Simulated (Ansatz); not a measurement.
# Single-point calculation, with input and output: C3H5N

The run: single-point calculation of C3H5N, SMILES CC1=NC1. Method and program: RKS PBE0-D4/def2-TZVPP (Ansatz 0.2.0).

The geometry is a minimum found at another level. The geometry comes from this level: PBE0-D4/def2-TZVP.

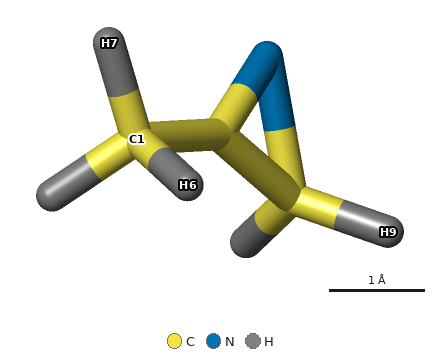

Figure 1. The structure as given in the input (stick view, seen at a tilt; atoms are numbered from 1 in the order of the input).

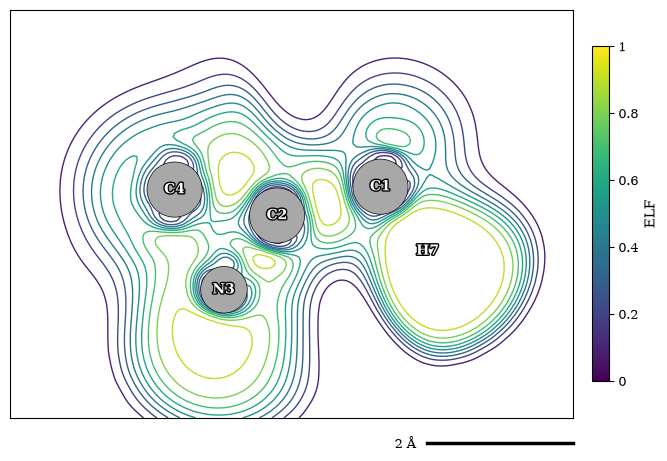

Figure 2. ELF on the plane of atoms C2, C1 and H7. Grey discs, where drawn, cover atomic cores. Atoms in the plane: C, N and H. C–N (1.25 Å): the ELF peaks at about 0.85 between the atoms (a double or triple bond). C–C (1.44 Å): the ELF peaks at about 0.85 between the atoms, which marks a shared electron pair.

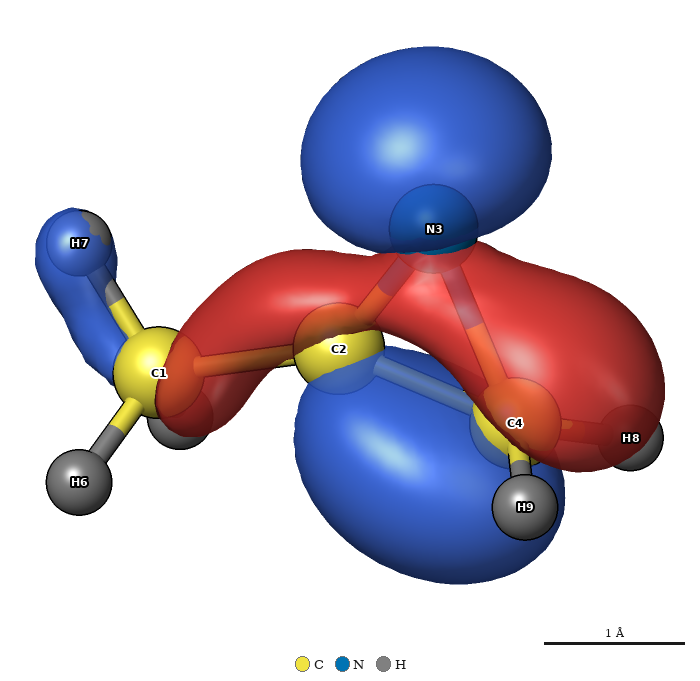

Figure 3. One frontier orbital at ±0.15 Å⁻³ᐟ² (red and blue are the two phases), seen at a tilt. The HOMO, at −7.61 eV. It lies mainly on N3 (40 %), C4 (30 %) and C2 (15 %).

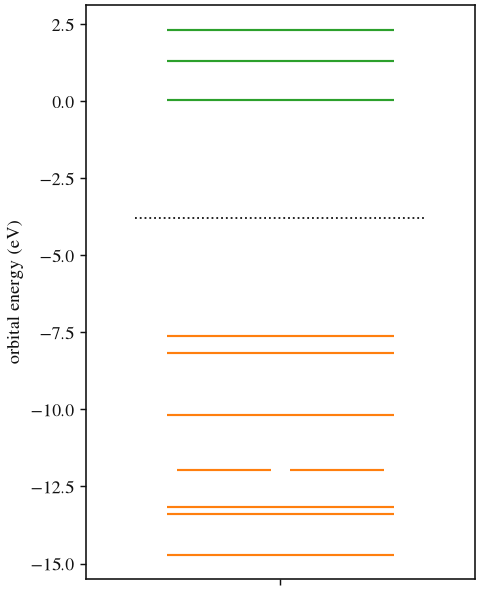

Figure 4. Orbital energies near the frontier; the dotted line parts filled from empty levels, and levels within 0.02 eV of each other stand side by side. Highest filled −7.61 eV, lowest empty 0.03 eV, 7.64 eV apart.

These pictures come from the run below.

### The input
```yaml
crystal:
  periodic: [false, false, false]
  atoms:
    - {symbol: C, position_ang: [-0.351475, 0.964633, -0.841996]}
    - {symbol: C, position_ang: [0.295003, -0.044636, 0.002890]}
    - {symbol: N, position_ang: [1.421557, -0.504243, 0.278841]}
    - {symbol: C, position_ang: [0.207602, -1.099958, 0.985215]}
    - {symbol: H, position_ang: [-1.076277, 0.485836, -1.505322]}
    - {symbol: H, position_ang: [-0.904853, 1.672189, -0.219282]}
    - {symbol: H, position_ang: [0.388360, 1.502393, -1.436425]}
    - {symbol: H, position_ang: [-0.077771, -2.107986, 0.694276]}
    - {symbol: H, position_ang: [0.097854, -0.868238, 2.041813]}
basis:
  gaussian: {orbitals: def2-TZVPP}
hamiltonian: {xc: pbe0, dispersion: d4}
output: {orbitals: {seedname: orbitals}}
```

Run as:
```bash
ansatz run in.yaml --threads 2 --pin off --events-out ev --progress --plain --max-ram 4352MiB
```

### Log
```
Functional definition: PBE0
  name "PBE0"
  cite "Adamo & Barone, J. Chem. Phys. 110, 6158 (1999) doi:10.1063/1.478522"
  cite "Perdew, Burke & Ernzerhof, Phys. Rev. Lett. 77, 3865 (1996) doi:10.1103/PhysRevLett.77.3865"
  parent pbe
  parameter a = 0.25
  parameter kappa = 0.804
  parameter beta = 0.06672455060314922
  exchange = (1 - a)*pbe_x(kappa = kappa, mu = beta*pi^2/3) + a*exact_x
  correlation = pbe_c(beta = beta)
990 factors; their error is unknown
mean field evaluation 1: about -4670.3913 eV, gradient 5.3e1 eV
mean field evaluation 2: about -4669.5762 eV, gradient 5.5e1 eV
mean field evaluation 4: about -4676.6963 eV, gradient 3.8e0 eV
mean field evaluation 8: about -4676.7246 eV, gradient 4.1e-2 eV
mean field evaluation 16: about -4676.7232 eV, gradient 8.2e-5 eV
mean field -4676.72319780 eV, -171.8664075223 hartree, gradient 8.2e-5 eV, S^2 0.000000; 0 other end points of the search recorded, 0 dependent functions left out
reference -4676.72322527 eV, -171.8664085318 hartree; 15, 15 occupied and 179, 179 virtual orbitals, 990 factors
Total energy: -4676.83234614 eV, -171.8704186498 hartree
```

### Key numbers

- outcome: converged
- total energy: −4676.8323 eV
- mean-field energy: −4676.7232 eV
- dispersion energy: −0.1091 eV
- SCF solution under orbital rotations: stable
- HOMO: −7.61 eV
- LUMO: 0.03 eV
- hardware: 2 threads of Arm Neoverse V1, 23 GiB of memory available, shared host
- wall time: 2.9 s (CPU time 5.6 s)
- peak memory: 0.35 GiB
